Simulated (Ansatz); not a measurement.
```xyz
9

B    -1.5068   -2.0608    3.0843
Ge    1.0319   -3.2064    2.1762
N    -0.5548   -2.2282    2.0740
H    -1.3317   -2.5855    4.1598
H    -2.4926   -1.3937    2.8692
H    -0.7315   -1.7729    1.1811
H     2.2258   -2.2600    1.9307
H     1.0203   -4.2984    1.0861
H     1.0802   -3.8169    3.5827
```

Geometry: B3LYP-D3(BJ)/def2-SVP.

Computed with isolated molecule in a Gaussian basis; Kohn-Sham density functional theory, functional PBE0 (Ansatz).

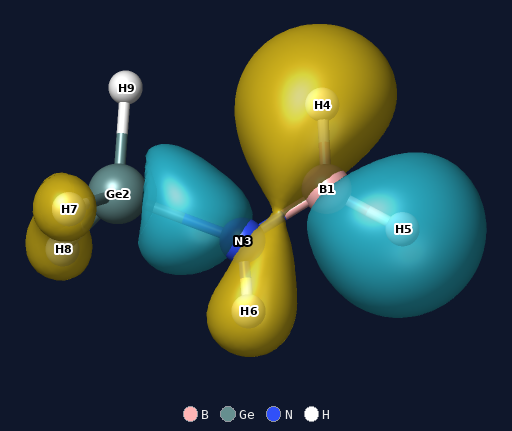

BGeH₆N (SMILES B[NH][GeH3]). The HOMO−1 at ±0.08 Å⁻³ᐟ² (yellow and cyan are the two phases), seen at a tilt.

Q: What is the character of this orbital?

A: Its weight (Hirshfeld) is mainly on B1 (about 30 %), H5 (about 25 %), H4 (about 20 %), N3 (about 10 %) and Ge2 (about 5 %). Its energy is −8.64 eV.
